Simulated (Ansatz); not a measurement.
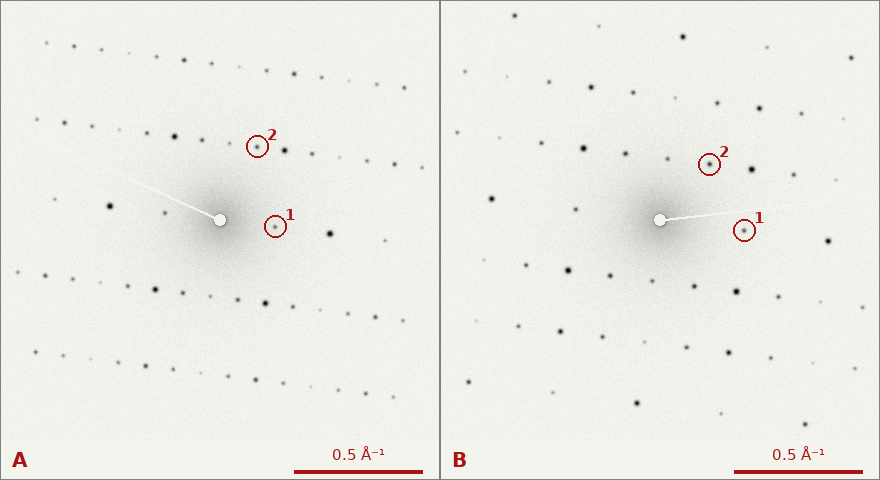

Kinematic electron diffraction patterns (200 kV, B = 0.5 Å², same scale) along [010] of the run's own cell, for the start and the end of one relaxation of CaBeSe with DFT PBE, scalar-relativistic, plane waves, PAW (Ansatz 0.2.0). k mesh 12×12×6. The start is a generated model structure, and the relaxation ends in the nearest stationary point of its symmetry, not necessarily the ground state. Spot 1 is 0 0 -2 and spot 2 is -1 0 -1 in both.

Start structure:

```yaml
crystal:
  lattice:
    - [4.78936, 0.00000, 0.00000]
    - [-2.39468, 4.14771, 0.00000]
    - [0.00000, 0.00000, 6.02181]
  atoms:
    - { symbol: Ca, position: [0.00000, 0.00000, 0.00000] }
    - { symbol: Ca, position: [0.00000, 0.00000, 0.50000] }
    - { symbol: Be, position: [0.33333, 0.66667, 0.25000] }
    - { symbol: Be, position: [0.66667, 0.33333, 0.75000] }
    - { symbol: Se, position: [0.33333, 0.66667, 0.75000] }
    - { symbol: Se, position: [0.66667, 0.33333, 0.25000] }
```

Question: Which pattern belongs to the start structure, and which to the relaxed one?

Answer: B is the start: its cell gives d(1) = 3.011 Å, d(2) = 3.416 Å and an angle of 55.4°. A is the relaxed structure, with d(1) = 4.604 Å (+52.9 %), d(2) = 3.117 Å (-8.7 %) and 70.2°.

Question: Name reflections whose intensity changes strongly on relaxation.

Answer: 1 0 0 goes from 8.4 to 2.1 % of the strongest spot; 2 0 1 goes from 14 to 5.2 % of the strongest spot; 2 0 -2 goes from 45 to 19 % of the strongest spot.

Question: What did the relaxation do to the structure and the energy?

Answer: The volume changed by -2.5 % to 19.45 Å³ an atom; the fractional coordinates hardly changed; the space group stayed P6_3/mmc (No. 194); the free energy fell by 370 meV an atom. Relaxed cell: a = 3.825 Å, b = 3.825 Å, c = 9.208 Å, α = 90.00°, β = 90.00°, γ = 120.00°.
